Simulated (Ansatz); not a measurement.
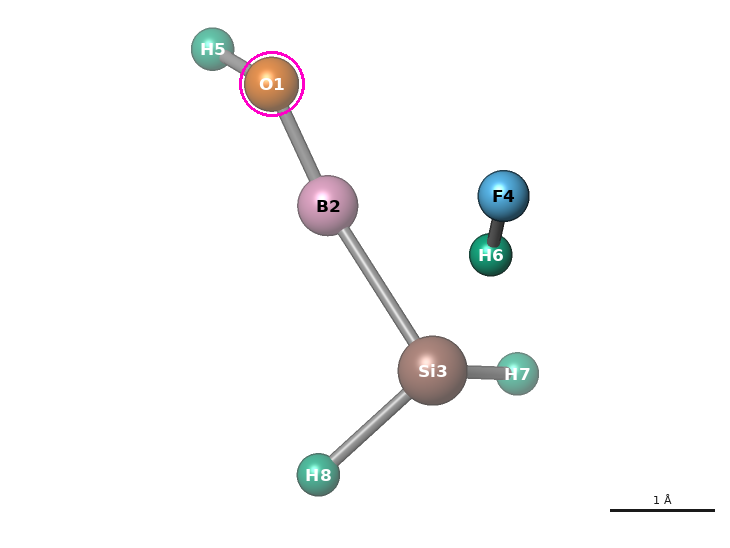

Orthographic view. Depth is shown by fading: the farther an atom, the more it takes the colour of the background. Computed geometry: PBE0-D4/def2-TZVP optimisation. No frequency run is at hand to confirm it as a minimum.

**Name the neighbours of the circled atom.**

The circled atom is O1; it is bonded to B2, H5.

**Of O1 and H5, which is nearer the viewer?**

O1; the bond to H5 points away from the viewer, so it looks shorter than its 0.96 Å.

**Which atom is nearest the viewer?**

F4, 2.5 Å in front of the mean position.

**Which two atoms are farthest apart in space?**

F4 and H5, 4.87 Å.
